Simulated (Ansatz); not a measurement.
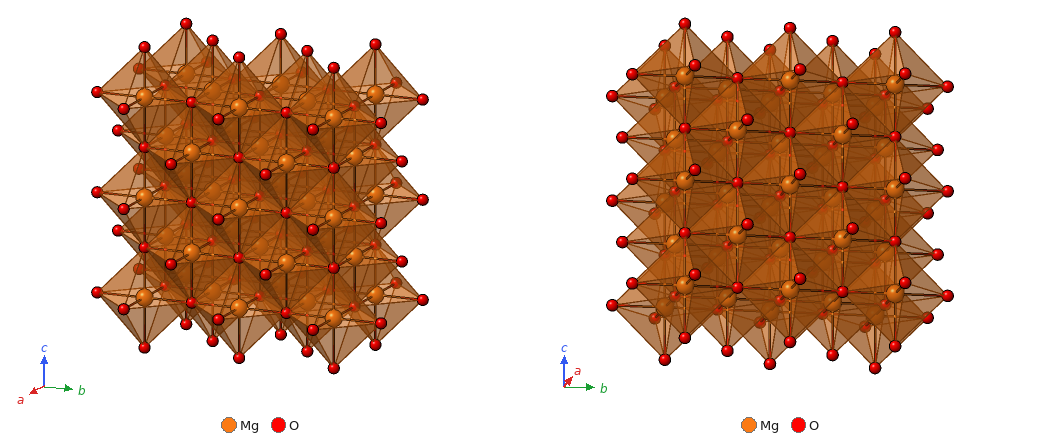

Polyhedra are drawn about Mg (bonds: Mg–O below 2.4 Å); other atoms are plain spheres. Two views of the same piece.

System MgO (space group Fm-3m, No. 225); source of the atomic positions: the input geometry of an electronic-structure calculation (not necessarily at equilibrium).

Q: What figure surrounds each Mg atom, and what does it share with the other drawn polyhedra?

A: Mg: MgO6 octahedron, sharing corners with six neighbours and edges with twelve neighbours.

Q: What is the connectivity of the polyhedra: isolated, groups, chains, layers or framework?

A: They form a three-dimensional framework of corner- and edge-sharing octahedra.

Q: How far apart are the centres of linked polyhedra?

A: Centre to centre across a shared corner: 4.30 Å; across a shared edge: 3.04 Å.
